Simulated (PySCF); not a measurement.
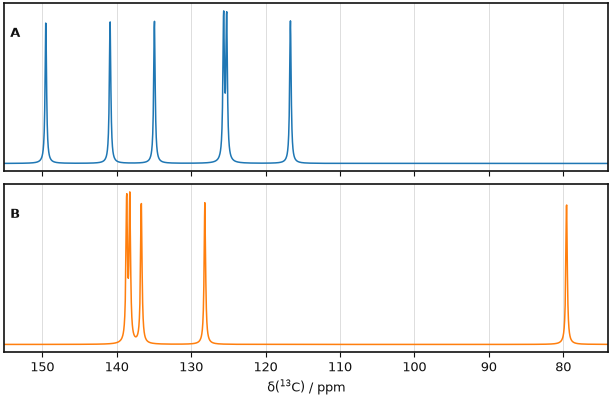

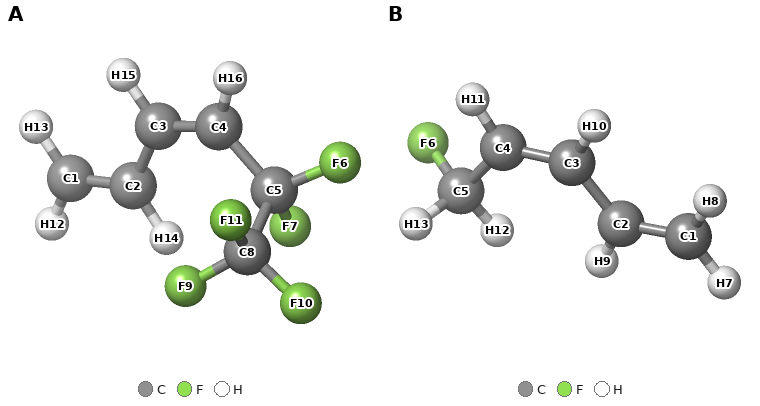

Related molecules: A is C₆H₅F₅, SMILES C=C/C=C\C(F)(F)C(F)(F)F; B is C₅H₇F, SMILES C=C/C=C\CF. GIAO ¹³C shifts against TMS, PBE0/pcSseg-1 in PySCF, at a PBE0-D3(BJ)/def2-SVP geometry (no frequency check); fully decoupled, line heights follow the number of nuclei within a panel, widths are arbitrary (no quadrupolar broadening); values of one conformer, averaged over nuclei that symmetry or rotation about single bonds exchange, these motions taken as fast; other conformers aren't averaged in.

Question: Assign the ¹³C signals of each molecule.

Answer: A: 149.5 (C3); 140.9 (C2); 134.9 (C1); 125.6 (C4); 125.2 (C8); 116.7 (C5)
B: 138.7 (C2); 138.2 (C3); 136.7 (C4); 128.2 (C1); 79.5 (C5)

The order of signals that lie close, as those under 2 ppm apart, is within the error of the method.
